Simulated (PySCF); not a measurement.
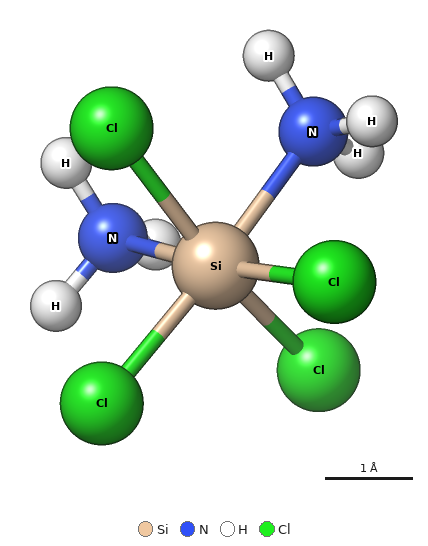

*The input geometry (ball-and-stick view, seen at a tilt).*

Bond lengths as drawn: Cl–Si 2.13 to 2.20 Å, H–N 1.02 Å and N–Si 2.03 Å.

**NMR shielding calculation, with input and output: SiN2H6Cl4**

The run: NMR shielding calculation of SiN2H6Cl4 (cis-Si(NH3)2Cl4). Method and program: GIAO PBE0/pcSseg-1 NMR shielding, non-relativistic, gas phase (PySCF 2.14.0).

The geometry comes from this level: PBE0-D3(BJ)/def2-SVP. It belongs to a series of runs on one base structure; here: cis, NH3. Figures and captions count atoms from 1; the log counts them from 0 in places.

What the program printed:
```
coarse grid: 13968 points
cycle   1  E = -2242.5434449045  dE =  5.793e-01  |g| = 5.765e-01  |ddm| = 3.211e+00
cycle   2  E = -2242.5282379976  dE =  1.521e-02  |g| = 6.892e-01  |ddm| = 1.619e+00
cycle   3  E = -2242.6405903537  dE = -1.124e-01  |g| = 1.038e-01  |ddm| = 8.988e-01
cycle   4  E = -2242.6429330618  dE = -2.343e-03  |g| = 3.477e-02  |ddm| = 1.568e-01
cycle   5  E = -2242.6431954782  dE = -2.624e-04  |g| = 7.698e-03  |ddm| = 4.033e-02
cycle   6  E = -2242.6432070315  dE = -1.155e-05  |g| = 2.652e-03  |ddm| = 8.262e-03
cycle   7  E = -2242.6432084670  dE = -1.436e-06  |g| = 2.670e-04  |ddm| = 2.185e-03
final grid: 113128 points
cycle   8  E = -2242.6699444016  dE = -4.636e-05  |g| = 8.613e-03  |ddm| = 2.029e-02
cycle   9  E = -2242.6699375115  dE =  6.890e-06  |g| = 9.771e-03  |ddm| = 1.389e-02
cycle  10  E = -2242.6699559323  dE = -1.842e-05  |g| = 1.477e-03  |ddm| = 8.385e-03
cycle  11  E = -2242.6699563186  dE = -3.863e-07  |g| = 2.564e-04  |ddm| = 1.628e-03
cycle  12  E = -2242.6699563338  dE = -1.526e-08  |g| = 7.279e-05  |ddm| = 3.646e-04
cycle  13  E = -2242.6699563350  dE = -1.144e-09  |g| = 2.007e-05  |ddm| = 9.717e-05
cycle  14  E = -2242.6699563351  dE = -9.732e-11  |g| = 3.039e-06  |ddm| = 2.704e-05
```

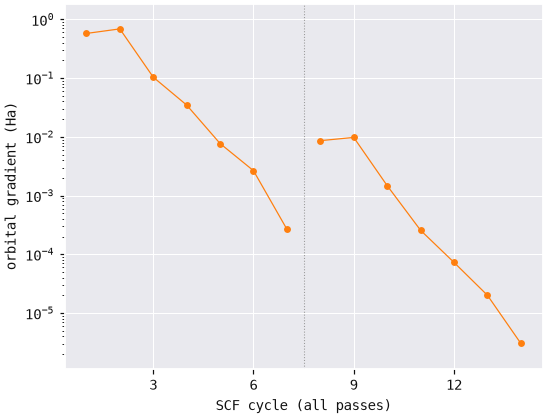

*Convergence of the self-consistent field: orbital gradient against the SCF cycle. The dotted line marks the change from a coarse to the final integration grid.*

The first 7 cycles use a coarse grid, the final grid takes over at cycle 8, and the field converges after 14 cycles in all.

```
converged SCF energy = -2242.6699563351

GIAO shielding tensors (ppm)
atom      isotropic    diamagn.    paramagn.     s11        s22        s33       span
  0 Si     510.458     860.911    -350.453    494.824    517.869    518.683     23.859
  1 N      162.315     320.092    -157.778    118.992    146.503    221.448    102.456
  2 H       26.714      29.276      -2.562     21.197     27.462     31.482     10.285
  3 H       28.164      30.482      -2.317     22.877     26.922     34.694     11.817
  4 H       27.958      30.266      -2.308     22.229     27.208     34.436     12.207
  5 Cl     649.471    1146.495    -497.024    469.688    487.331    991.393    521.705
  6 N      162.345     320.093    -157.747    118.949    146.705    221.383    102.435
  7 H       26.731      29.277      -2.546     21.230     27.474     31.488     10.258
  8 H       28.194      30.478      -2.284     22.945     26.877     34.761     11.816
  9 H       27.924      30.268      -2.344     22.162     27.252     34.358     12.196
 10 Cl     649.288    1146.498    -497.209    469.414    487.044    991.408    521.994
 11 Cl     677.859    1148.183    -470.324    497.943    532.353   1003.280    505.338
 12 Cl     679.785    1148.149    -468.365    501.169    534.783   1003.401    502.232
```

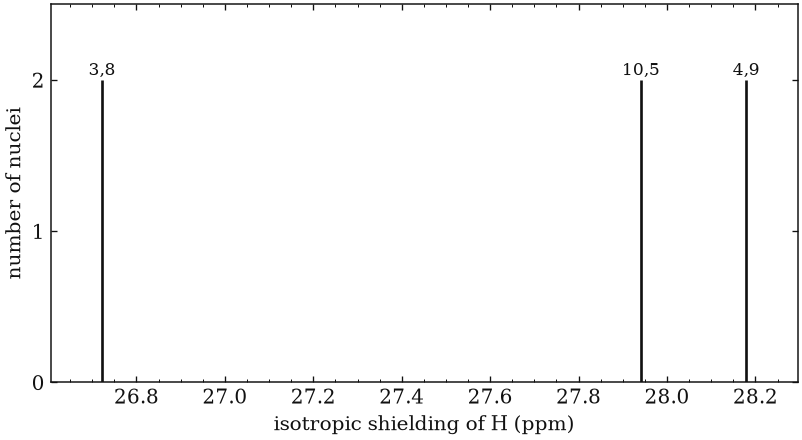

*Isotropic shieldings of the hydrogen nuclei in this fixed geometry, labelled by atom number; shielding grows to the right, so chemical shift grows to the left.*

The least shielded is H3 (26.7 ppm), the most shielded H9 (28.2 ppm).

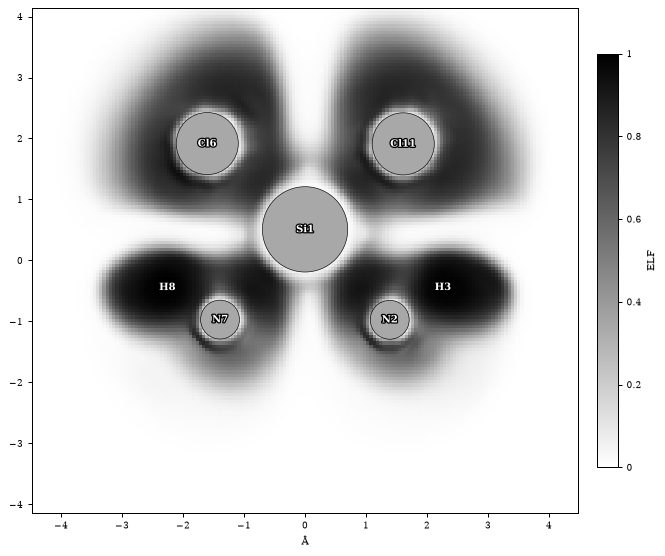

*ELF on the plane of atoms N7, Si1 and Cl11. Grey discs, where drawn, cover atomic cores.*

N–H (1.02 Å): the ELF climbs to about 1 towards the hydrogen, as it does in any bond to H (a covalent bond by its length).

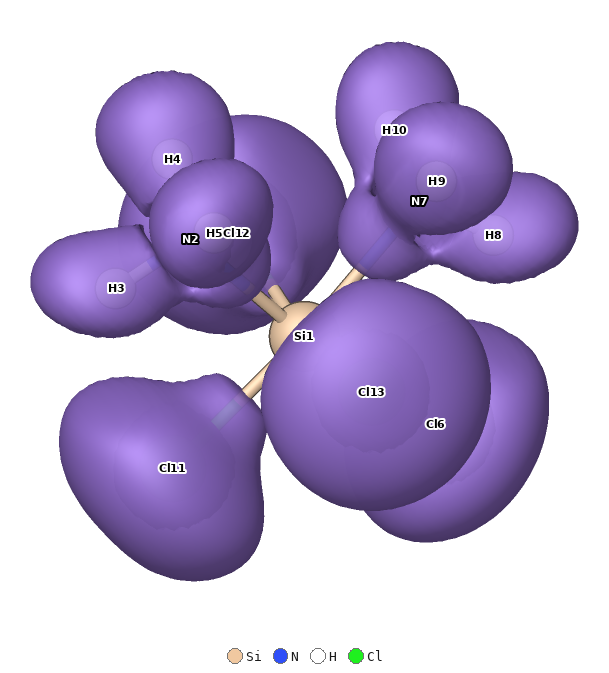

*Isosurface of the ELF at 0.75 (purple), seen at a tilt. Core shells and regions of very low density are left out.*

Values along the shortest contacts:

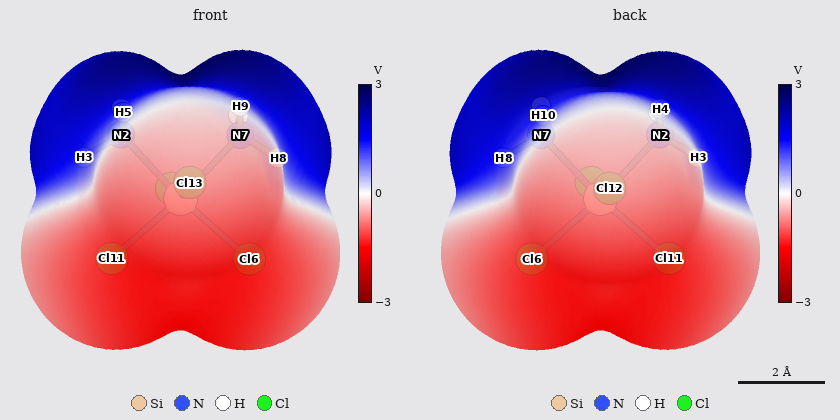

*The electrostatic potential painted on the density surface at 0.001 e/bohr³, seen face on and from behind; red is negative and blue positive.*

A positive charge is drawn to the negative regions and a negative charge to the positive ones.

This output came from the following input.

Input:
```
{"job": {"kind": "nmr", "xc": "PBE0", "basis": "pcSseg-1"}, "charge": 0, "multiplicity": 1}
Si    -0.581655     0.003695    -0.594426
N     -0.538752    -0.017750     1.437386
H     -1.531381     0.087981     1.669109
H     -0.037773     0.772993     1.845598
H     -0.222923    -0.915479     1.810129
Cl    -0.417337     0.040664    -2.721813
N      1.449418    -0.006571    -0.510495
H      1.701461    -0.102962    -1.499003
H      1.838413    -0.806509    -0.008998
H      1.823882     0.883682    -0.175809
Cl    -2.712550     0.005135    -0.472504
Cl    -0.369214     2.179070    -0.341654
Cl    -0.370949    -2.176039    -0.415320
```

The first line tells a small driver script what to run in PySCF; the rest is the geometry in Å.

Launched with:
```bash
OMP_NUM_THREADS=1 python <driver script> task.json out
```

Summary:

- outcome: converged
- total energy: −2242.669956 hartree
- HOMO: −7.92 eV
- LUMO: −0.38 eV
- dipole moment: 9.13 D
- isotropic shielding, Si: 510.5 ppm
- isotropic shielding, N: 162.3 ppm
- isotropic shielding, H: 26.7 to 28.2 ppm
- isotropic shielding, Cl: 649.3 to 679.8 ppm
- hardware: 1 CPU thread, shared host
- wall time: 61 s
- peak memory: 1.1 GiB
